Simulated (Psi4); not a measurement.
# One shape, several levels: [BNH4]− (SMILES [BH2-]N)

Wanted: a comparison of 6 runs (UHF/3-21G, UHF/def2-SVP, UB2PLYP/6-31G, UB3LYP/6-31G*, USVWN5/pcseg-1, UMP2/STO-3G) of [BNH4]−. 

The calculation is run with Psi4 1.11.

23 further runs of the same task are left out: 3 that didn't finish, 20 set aside as unsound or not needed.

## Step 1: Starting point

[BNH4]−: 6 atoms, total charge -1, spin state doublet. SMILES: `[BH2-]N`. Geometry: relaxed at GFN2-xTB.

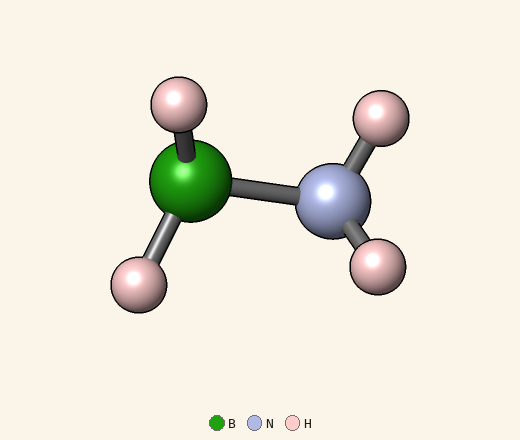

Viewed from a chosen angle; boron green, nitrogen light blue, hydrogen pink.

## Step 2: Energy and forces at UHF/3-21G (run 1)

bh4n.xyz

```xyz
6
BH4N
B     -0.409200    -0.684370     0.181230
N     -0.175110     0.868880     0.098520
H      0.620240    -1.323070     0.573900
H     -0.807710    -1.131940    -0.915350
H      0.296220     1.134010    -0.776380
H      0.475560     1.136490     0.838070
```

run.py

```python
import numpy as np
from ase.calculators.psi4 import Psi4
from ase.io import read

atoms = read('bh4n.xyz')
calc = Psi4(atoms=atoms, method='scf', basis='3-21G', memory='1600MB', num_threads=1, charge=-1, multiplicity=2, label='calc', reference='uhf')
calc.psi4.set_options({'puream': True, 'e_convergence': 1e-09, 'd_convergence': 1e-08, 'scf_type': 'pk', 'maxiter': 200})
atoms.calc = calc

forces = atoms.get_forces()
print(f'energy: {atoms.get_potential_energy():.6f} eV')
print('forces / eV A^-1')
print(np.round(forces, 5))
```

Started as:

```console
$ python run.py
```

calc.dat:

```text
[...]
  Running in c1 symmetry.
[...]
  Nuclear repulsion =   30.167217759702353
[...]
  Multiplicity = 2
[...]
  Nalpha       = 9
  Nbeta        = 8
[...]
    Number of basis functions: 26
[...]
   @UHF iter   1:   -80.82665414599170   -8.02688e-01   1.53130e-02 DIIS/ADIIS
[...]
   @UHF iter  14:   -80.92095161031394   -2.98428e-13   4.81347e-09 DIIS
[...]
   @S^2 Observed:                7.559419128E-01
[...]
    Orbital Energies [Eh]
    ---------------------
    Alpha Occupied:
       1A    -15.198441     2A     -7.263717     3A     -0.866839
       4A     -0.419041     5A     -0.378005     6A     -0.258235
       7A     -0.191978     8A     -0.140008     9A      0.008092
    Alpha Virtual:
      10A      0.479003    11A      0.556661    12A      0.591504
      13A      0.604044    14A      0.649873    15A      0.911762
      16A      0.918890    17A      1.009412    18A      1.177551
      19A      1.459636    20A      1.520572    21A      1.626961
      22A      1.650251    23A      1.742656    24A      1.867214
      25A      1.912312    26A      2.968428
[...]
  @UHF Final Energy:   -80.92095161031394
   => Energetics <=
    Nuclear Repulsion Energy =             30.1672177597023534
    One-Electron Energy =                -172.8610281206042885
    Two-Electron Energy =                  61.7728587505879858
    Total Energy =                        -80.9209516103139350
  UHF NO Occupations:
  HONO-2 :    7  A 1.9991164
  HONO-1 :    8  A 1.9986896
[...]
 Multipole Moments:
 ------------------------------------------------------------------------------------
     Multipole            Electronic (a.u.)      Nuclear  (a.u.)        Total (a.u.)
 ------------------------------------------------------------------------------------
 L = 1.  Multiply by 2.5417464519 to convert [e a0] to [Debye]
 Dipole X            :         -0.7923338            1.5509884            0.7586546
 Dipole Y            :          1.2946184            0.0494988            1.3441173
 Dipole Z            :          0.5843594           -0.7328429           -0.1484835
 Magnitude           :                                                    1.5505662
[...]
  -Total Gradient:
     Atom            X                  Y                   Z
    ------   -----------------  -----------------  -----------------
       1       -0.012536797178     0.004877824097     0.008308143191
       2       -0.010055728483    -0.003356614243     0.001202835649
       3        0.008925393522    -0.000045990568     0.000468010078
       4        0.002386236961    -0.000528394866    -0.005820656534
       5        0.005468858904     0.002231031506    -0.004998709903
       6        0.005812036273    -0.003177855927     0.000840377519
[...]
```

The script printed:

```text
energy: -2201.971252 eV
forces / eV A^-1
[[ 0.64467 -0.25083 -0.42722]
 [ 0.51709  0.1726  -0.06185]
 [-0.45896  0.00236 -0.02407]
 [-0.12271  0.02717  0.29931]
 [-0.28122 -0.11472  0.25704]
 [-0.29887  0.16341 -0.04321]]
```

Wall time 1.9 s (1 thread of Intel Xeon Platinum 8488C (Sapphire Rapids), shared host); peak memory 0.19 GiB.

## Step 3: Energy and forces at UHF/def2-SVP (run 2)

input.json

```json
{
 "schema_name": "qcschema_input",
 "schema_version": 1,
 "molecule": {
  "schema_name": "qcschema_molecule",
  "schema_version": 2,
  "symbols": ["B", "N", "H", "H", "H", "H"],
  "geometry": [-0.77327593, -1.29327187, 0.34247507, -0.33090994, 1.64194524, 0.18617582, 1.17208373, -2.50023994, 1.08451382, -1.52635069, -2.13905659, -1.72976081, 0.55977467, 2.14296832, -1.46714557, 0.89867816, 2.14765484, 1.58372277],
  "molecular_charge": -1,
  "molecular_multiplicity": 2,
  "fix_symmetry": "c1",
  "fix_com": true,
  "fix_orientation": true
 },
 "driver": "gradient",
 "model": {
  "method": "scf",
  "basis": "def2-SVP"
 },
 "keywords": {
  "reference": "uhf",
  "puream": true,
  "e_convergence": 1e-09,
  "d_convergence": 1e-08,
  "scf_type": "pk",
  "maxiter": 200
 }
}
```

Started as:

```console
$ psi4 --qcschema input.json -n 1 --memory 1600MB
```

stdout:

```text
[...]
  Running in c1 symmetry.
[...]
  Nuclear repulsion =   30.167217754123136
[...]
  Multiplicity = 2
[...]
  Nalpha       = 9
  Nbeta        = 8
[...]
    Number of basis functions: 48
[...]
   @UHF iter   1:   -81.20001559715695   -7.42822e-01   9.65391e-03 ADIIS/DIIS
[...]
   @UHF iter  14:   -81.32885768660714   -4.23483e-12   8.08116e-09 DIIS
[...]
   @S^2 Observed:                7.550260083E-01
[...]
    Orbital Energies [Eh]
    ---------------------
    Alpha Occupied:
       1A    -15.294722     2A     -7.334770     3A     -0.864174
       4A     -0.425544     5A     -0.393388     6A     -0.277564
       7A     -0.208379     8A     -0.158006     9A     -0.005890
    Alpha Virtual:
      10A      0.377401    11A      0.449471    12A      0.498313
      13A      0.504041    14A      0.540379    15A      0.592788
      16A      0.678644    17A      0.713613    18A      0.876087
      19A      0.986888    20A      1.048361    21A      1.115418
      22A      1.156141    23A      1.255426    24A      1.330437
      25A      1.332738    26A      1.443143    27A      1.514603
[...]
  @UHF Final Energy:   -81.32885768660714
   => Energetics <=
    Nuclear Repulsion Energy =             30.1672177541231363
    One-Electron Energy =                -173.1728091732462644
    Two-Electron Energy =                  61.6767337325159986
    Total Energy =                        -81.3288576866071367
  UHF NO Occupations:
  HONO-2 :    7  A 1.9994195
  HONO-1 :    8  A 1.9986575
[...]
 Multipole Moments:
 ------------------------------------------------------------------------------------
     Multipole            Electronic (a.u.)      Nuclear  (a.u.)        Total (a.u.)
 ------------------------------------------------------------------------------------
 L = 1.  Multiply by 2.5417464519 to convert [e a0] to [Debye]
 Dipole X            :          6.2535404           -5.0785634            1.1749770
 Dipole Y            :         -3.5534383            4.6785840            1.1251457
 Dipole Z            :         -2.9202668            2.4869363           -0.4333305
 Magnitude           :                                                    1.6835377
[...]
  -Total Gradient:
     Atom            X                  Y                   Z
    ------   -----------------  -----------------  -----------------
       1       -0.017241053276    -0.010398915995     0.008932071441
       2       -0.008069276502     0.000641806611    -0.000030893877
       3        0.007330084482     0.001185577119    -0.001261676668
       4        0.003906394565     0.000897764942    -0.003169239555
       5        0.006237883469     0.006440690554    -0.013570386183
       6        0.007835967263     0.001233076769     0.009100124843
[...]
```

The result, in JSON:

```text
{
 "driver": "gradient",
 "model": {
  "method": "scf",
  "basis": "def2-SVP"
 },
 "success": true,
 "return_result": [-0.01724105327631116, -0.010398915994520058, 0.008932071440571926, -0.008069276501593559, 0.0006418066106733816, -3.089387702740615e-05, 0.007330084481804999, 0.0011855771189337172, -0.0012616766679240526, 0.003906394564925253, 0.0008977649417499164, -0.00316923955519266, 0.006237883468567573, 0.006440690553995751, -0.01357038618300982, 0.007835967262560417, 0.001233076768886024, 0.00910012484255801],
 "properties": {
  "calcinfo_nbasis": 48,
  "calcinfo_nmo": 48,
  "calcinfo_nalpha": 9,
  "calcinfo_nbeta": 8,
  "calcinfo_natom": 6,
  "nuclear_repulsion_energy": 30.167217754123136,
  "return_energy": -81.32885768660714,
  "return_gradient": [-0.01724105327631116, -0.010398915994520058, 0.008932071440571926, -0.008069276501593559, 0.0006418066106733816, -3.089387702740615e-05, 0.007330084481804999, 0.0011855771189337172, -0.0012616766679240526, 0.003906394564925253, 0.0008977649417499164, -0.00316923955519266, 0.006237883468567573, 0.006440690553995751, -0.01357038618300982, 0.007835967262560417, 0.001233076768886024, 0.00910012484255801],
  "scf_one_electron_energy": -173.17280917324626,
  "scf_two_electron_energy": 61.676733732516,
  "scf_dipole_moment": [1.1749770383797138, 1.1251456923724454, -0.43333050877528034],
  "scf_total_energy": -81.32885768660714,
  "scf_total_gradient": [-0.01724105327631116, -0.010398915994520058, 0.008932071440571926, -0.008069276501593559, 0.0006418066106733816, -3.089387702740615e-05, 0.007330084481804999, 0.0011855771189337172, -0.0012616766679240526, 0.003906394564925253, 0.0008977649417499164, -0.00316923955519266, 0.006237883468567573, 0.006440690553995751, -0.01357038618300982, 0.007835967262560417, 0.001233076768886024, 0.00910012484255801],
  "scf_iterations": 14
 }
}
```

Wall time 1.9 s (1 thread of Intel Xeon Platinum 8488C (Sapphire Rapids), shared host); peak memory 0.2 GiB.

## Step 4: The energy at UB2PLYP/6-31G (density fitting for correlation) (run 3)

input.inp

```
memory 1600 MB

molecule mol {
  -1 2
  B     -0.409200    -0.684370     0.181230
  N     -0.175110     0.868880     0.098520
  H      0.620240    -1.323070     0.573900
  H     -0.807710    -1.131940    -0.915350
  H      0.296220     1.134010    -0.776380
  H      0.475560     1.136490     0.838070
  symmetry c1
}

set {
  reference uks
  puream true
  e_convergence 1e-09
  d_convergence 1e-08
  scf_type pk
  dft_radial_points 99
  dft_spherical_points 590
  num_frozen_docc 2
  maxiter 200
}

energy_value, wavefunction = energy("b2plyp/6-31G", return_wfn=True)
```

Started as:

```console
$ psi4 input.inp input.out -n 1
```

input.out:

```text
[...]
  Running in c1 symmetry.
[...]
  Nuclear repulsion =   30.167217759702353
[...]
  Multiplicity = 2
[...]
  Nalpha       = 9
  Nbeta        = 8
[...]
    Number of basis functions: 26
[...]
   @UKS iter   1:   -81.51960521456982   -4.96032e-01   2.32058e-02 DIIS/ADIIS
[...]
   @UKS iter  12:   -81.71563497271738   -2.71427e-12   7.94449e-09 DIIS
[...]
   @S^2 Observed:                7.530474208E-01
[...]
    Orbital Energies [Eh]
    ---------------------
    Alpha Occupied:
       1A    -14.571848     2A     -6.812782     3A     -0.710950
       4A     -0.307692     5A     -0.293138     6A     -0.171265
       7A     -0.109881     8A     -0.059124     9A      0.079630
    Alpha Virtual:
      10A      0.347807    11A      0.420709    12A      0.483508
      13A      0.494999    14A      0.518297    15A      0.772273
      16A      0.776570    17A      0.842748    18A      0.909170
      19A      1.094550    20A      1.139253    21A      1.199670
      22A      1.268158    23A      1.285060    24A      1.323409
      25A      1.357148    26A      1.786828
[...]
  @UKS Final Energy:   -81.71563497271738
   => Energetics <=
    Nuclear Repulsion Energy =             30.1672177597023534
    One-Electron Energy =                -173.4863385832470613
    Two-Electron Energy =                  67.6717758334800550
    DFT Exchange-Correlation Energy =      -6.0682899826527175
    Empirical Dispersion Energy =           0.0000000000000000
    VV10 Nonlocal Energy =                  0.0000000000000000
    Total Energy =                        -81.7156349727173819
[...]
 Multipole Moments:
 ------------------------------------------------------------------------------------
     Multipole            Electronic (a.u.)      Nuclear  (a.u.)        Total (a.u.)
 ------------------------------------------------------------------------------------
 L = 1.  Multiply by 2.5417464519 to convert [e a0] to [Debye]
 Dipole X            :         -0.7741356            1.5509884            0.7768528
 Dipole Y            :          1.2202608            0.0494988            1.2697596
 Dipole Z            :          0.5921560           -0.7328429           -0.1406869
 Magnitude           :                                                    1.4951865
[...]
```

It took 8.1 s on 1 thread of Intel Xeon Platinum 8488C (Sapphire Rapids), shared host; peak memory 0.47 GiB.

Runs 4 to 5 aren't shown in full; the table further down has their settings and results.

## Step 5: The energy at UMP2/STO-3G (run 6)

run.py

```python
import numpy as np
from ase.calculators.psi4 import Psi4
from ase import Atoms

a = Atoms(['B', 'N', 'H', 'H', 'H', 'H'], positions=[
    [-0.409200, -0.684370, 0.181230],
    [-0.175110, 0.868880, 0.098520],
    [0.620240, -1.323070, 0.573900],
    [-0.807710, -1.131940, -0.915350],
    [0.296220, 1.134010, -0.776380],
    [0.475560, 1.136490, 0.838070],
])
calc = Psi4(atoms=a, method='mp2', basis='STO-3G', memory='1600MB', num_threads=1, charge=-1, multiplicity=2, label='psi4-calc', reference='uhf')
calc.psi4.set_options({'puream': True, 'e_convergence': 1e-09, 'd_convergence': 1e-08, 'scf_type': 'pk', 'num_frozen_docc': 2, 'mp2_type': 'conv', 'maxiter': 200})
a.calc = calc

print(f'energy: {a.get_potential_energy():.6f} eV')
```

Started as:

```console
$ python run.py
```

psi4-calc.dat:

```text
[...]
  Running in c1 symmetry.
[...]
  Nuclear repulsion =   30.167217759702353
[...]
  Multiplicity = 2
[...]
  Nalpha       = 9
  Nbeta        = 8
[...]
    Number of basis functions: 14
[...]
   @UHF iter   1:   -80.16297984143274   -1.77746e+00   1.64786e-02 DIIS/ADIIS
[...]
   @UHF iter  13:   -80.20930867205254   -1.98952e-13   5.35250e-09 DIIS
[...]
   @S^2 Observed:                7.561477735E-01
[...]
    Orbital Energies [Eh]
    ---------------------
    Alpha Occupied:
       1A    -14.956342     2A     -6.935489     3A     -0.762838
       4A     -0.311588     5A     -0.285743     6A     -0.146019
       7A     -0.079178     8A     -0.027585     9A      0.120349
    Alpha Virtual:
      10A      0.911169    11A      0.964896    12A      1.045555
      13A      1.062194    14A      1.096816
    Beta Occupied:
       1A    -14.956969     2A     -6.903532     3A     -0.761841
[...]
  @UHF Final Energy:   -80.20930867205254
   => Energetics <=
    Nuclear Repulsion Energy =             30.1672177597023534
    One-Electron Energy =                -173.9873134152309149
    Two-Electron Energy =                  63.6107869834760251
    Total Energy =                        -80.2093086720525434
  UHF NO Occupations:
  HONO-2 :    7  A 1.9990350
  HONO-1 :    8  A 1.9988931
[...]
 Multipole Moments:
 ------------------------------------------------------------------------------------
     Multipole            Electronic (a.u.)      Nuclear  (a.u.)        Total (a.u.)
 ------------------------------------------------------------------------------------
 L = 1.  Multiply by 2.5417464519 to convert [e a0] to [Debye]
 Dipole X            :         -1.0941411            1.5509884            0.4568473
 Dipole Y            :          1.0604940            0.0494988            1.1099929
 Dipole Z            :          0.7916974           -0.7328429            0.0588545
 Magnitude           :                                                    1.2017727
[...]
	SCS-MP2 Total Energy (a.u.)        :   -80.29420205333145
	SOS-MP2 Total Energy (a.u.)        :   -80.29901308901717
	SCSN-MP2 Total Energy (a.u.)       :   -80.22034019759920
[...]
	SOS-PI-MP2 Total Energy (a.u.)     :   -80.30591342878367
[...]
	MP2 Total Energy (a.u.)            :   -80.28457998196005
[...]
```

On the terminal:

```text
energy: -2184.654698 eV
```

It took 1.6 s on 1 thread of Intel Xeon Platinum 8488C (Sapphire Rapids), shared host; peak memory 0.19 GiB.

## Step 6: Overview of the runs

```csv
run,level,task,frozen core orbitals,energy (Eh),HOMO energy (eV),LUMO energy (eV),⟨S²⟩,wall time
1,UHF/3-21G,gradient,0,-80.920952,0.22,11.58,0.756,1.9 s
2,UHF/def2-SVP,gradient,0,-81.328858,-0.16,10.22,0.755,1.9 s
3,UB2PLYP/6-31G (density fitting for correlation),energy,2,-81.772598,2.17,8.92,0.753,8.1 s
4,UB3LYP/6-31G* (Cartesian functions),gradient,0,-81.939758,3.57,7.22,0.752,12 s
5,USVWN5/pcseg-1,energy,0,-81.170556,3.62,4.89,0.752,7.5 s
6,UMP2/STO-3G,energy,2,-80.284580,3.27,19.36,0.756,1.6 s
```

## Step 7: Results

| quantity | value |
| --- | --- |
| run 6: total energy | -80.28458 Eh |
| run 6: HOMO energy (Hartree–Fock orbitals) (highest over α and β) | 3.27 eV |
| run 6: LUMO energy (Hartree–Fock orbitals) (lowest over α and β) | 19.36 eV |
| run 6: correlation energy (2 core orbitals frozen) | -75.3 mEh |
| run 6: ⟨S²⟩ of the reference determinant | 0.756 |

**Reading.** Totals of different functionals can't be ranked against each other. In runs 1, 3, 4, 5, 6 the HOMO lies above zero, so the outermost electron may be held by the basis alone. In run 6 the basis is minimal, so the values are rough. All runs together took 33 s, the longest 12 s.
